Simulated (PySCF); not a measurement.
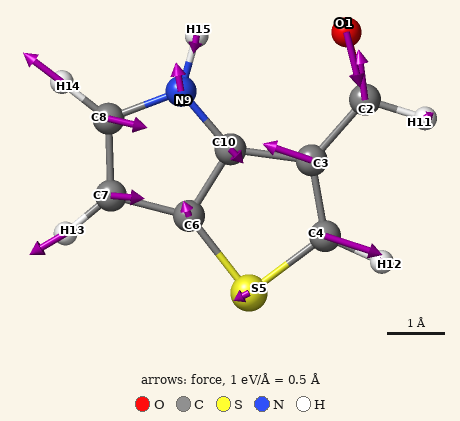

Starting geometry of C₇H₅NOS with the computed forces as purple arrows. The picture is a ball-and-stick view, seen face on.

The start comes from GFN2-xTB. Its atoms were then displaced at random by about 0.01 Å.

Theory: PBE0-D3(BJ)/def2-SVP geometry optimisation, gas phase in PySCF. 

### Is this structure relaxed? If not, where do the atoms go?

It isn't relaxed: the largest force vector, on C4, is 2.13 eV/Å. The final displacements follow the starting forces only in part (cosine between the two patterns 0.51). The atom that moves furthest after the best rigid fit is H13 (0.071 Å). Largest moves by element: H 0.071 Å, C 0.053 Å, O 0.040 Å, N 0.014 Å, S 0.012 Å. Among the contacts that change: C4–S5 1.687 → 1.723 Å, C7–H13 1.051 → 1.087 Å, O1–C2 1.239 → 1.213 Å, C2–C3 1.439 → 1.456 Å. Among the angles between lasting bonds that change: C3–C4–S5 117.2° → 113.5°, C6–C7–H13 125.5° → 128.6°, C3–C4–H12 124.2° → 126.8°. After 9 geometry steps the energy has fallen by 4.16 kcal/mol.
